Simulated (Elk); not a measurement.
Band structure of PtSe2 (P-3m1, 3 atoms in the cell).

```
PtSe2
1.0
    1.81875    -3.15016     0.00000
    1.81875     3.15016     0.00000
    0.00000     0.00000     4.95402
Pt Se
1 2
Direct
  0.00000   0.00000   0.00000
  0.33333   0.66667   0.25500
  0.66667   0.33333   0.74500
```

Computed with PBE, all-electron FP-LAPW, Elk's shipped species files, default APW+lo basis in Elk.

Settings: xctype = 20; swidth = 0.000734986 Ha; ngridk = 8 8 5; rmtscf = 0.83; maxscl = 100.

The starting cell has typed, rounded lattice constants, without a prior relaxation at this level. Its lattice was rescaled by a random factor within 2.5 % of one. Spin-orbit coupling is off. Spin polarisation is off. Values depend on the basis (sphere radii, cutoffs, local orbitals), which need not be converged.

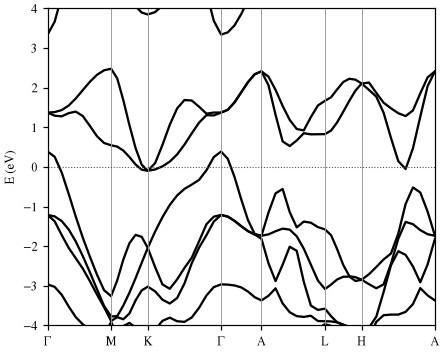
Fig. 1. Bands along the path, energies from the Fermi level.

Levels in eV from the Fermi level, bands 28 to 35:
| point | 28 | 29 | 30 | 31 | 32 | 33 | 34 | 35 |
|---|---|---|---|---|---|---|---|---|
| Γ | -2.96 | -1.21 | -1.21 | 0.39 | 1.37 | 1.37 | 3.34 | 4.59 |
| M | -3.91 | -3.89 | -3.77 | -3.26 | 0.55 | 2.48 | 4.96 | 5.75 |
| K | -4.21 | -3.02 | -2.04 | -2.04 | -0.10 | -0.10 | 3.85 | 7.71 |
| A | -3.37 | -1.81 | -1.73 | -1.73 | 2.41 | 2.41 | 4.70 | 6.69 |
| L | -3.89 | -3.58 | -3.08 | -1.57 | 0.83 | 1.67 | 4.51 | 4.67 |
| H | -4.77 | -4.10 | -2.85 | -2.85 | 2.11 | 2.11 | 6.87 | 7.23 |

Bands cross the Fermi level along this path, so the cell is metallic at this level.
